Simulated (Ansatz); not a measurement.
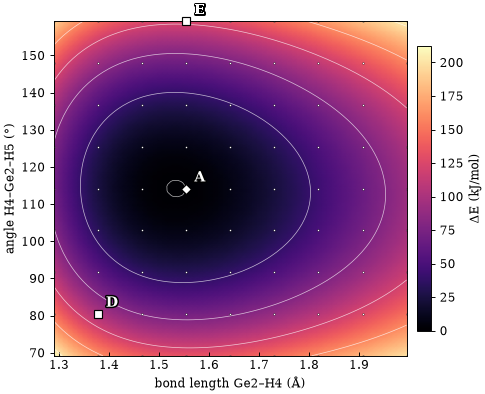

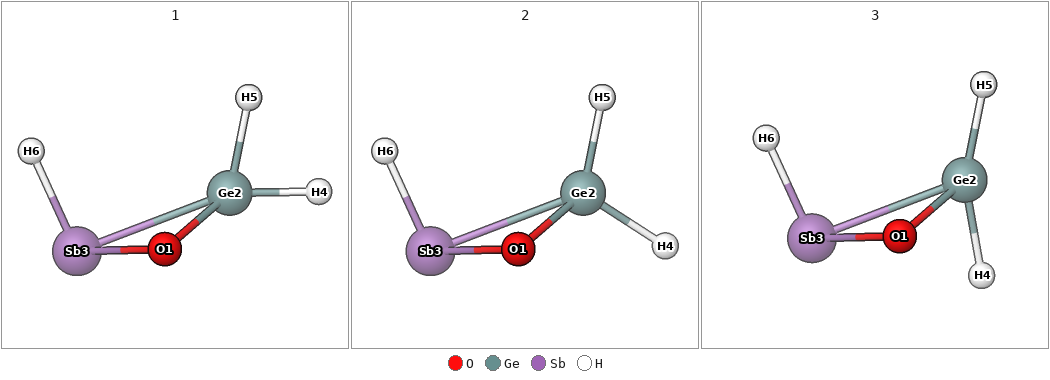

GeH3OSb, SMILES [O]1[GeH2][SbH]1. First axis: bond length Ge2–H4. Second axis: angle H4–Ge2–H5. Nothing is relaxed (all other coordinates rigid). The scan uses a 9 × 9 grid. Energies are in kJ/mol, from the lowest grid point. Level of theory: RKS PBE0-D4/def2-TZVP (Ansatz).

In the figure: a smooth colour map with a few white contour lines, dots at the grid points, lettered points. Between grid points the surface is interpolated. The numbered pictures are the structures at these points, in random order.

Question: Which structure belongs to which point?

Answer: A is structure 2: bond length Ge2–H4 = 1.554 Å, angle H4–Ge2–H5 = 114.2°, 0 kJ/mol; D is structure 1: bond length Ge2–H4 = 1.377 Å, angle H4–Ge2–H5 = 80.5°, 103 kJ/mol; E is structure 3: bond length Ge2–H4 = 1.554 Å, angle H4–Ge2–H5 = 159.2°, 125 kJ/mol.
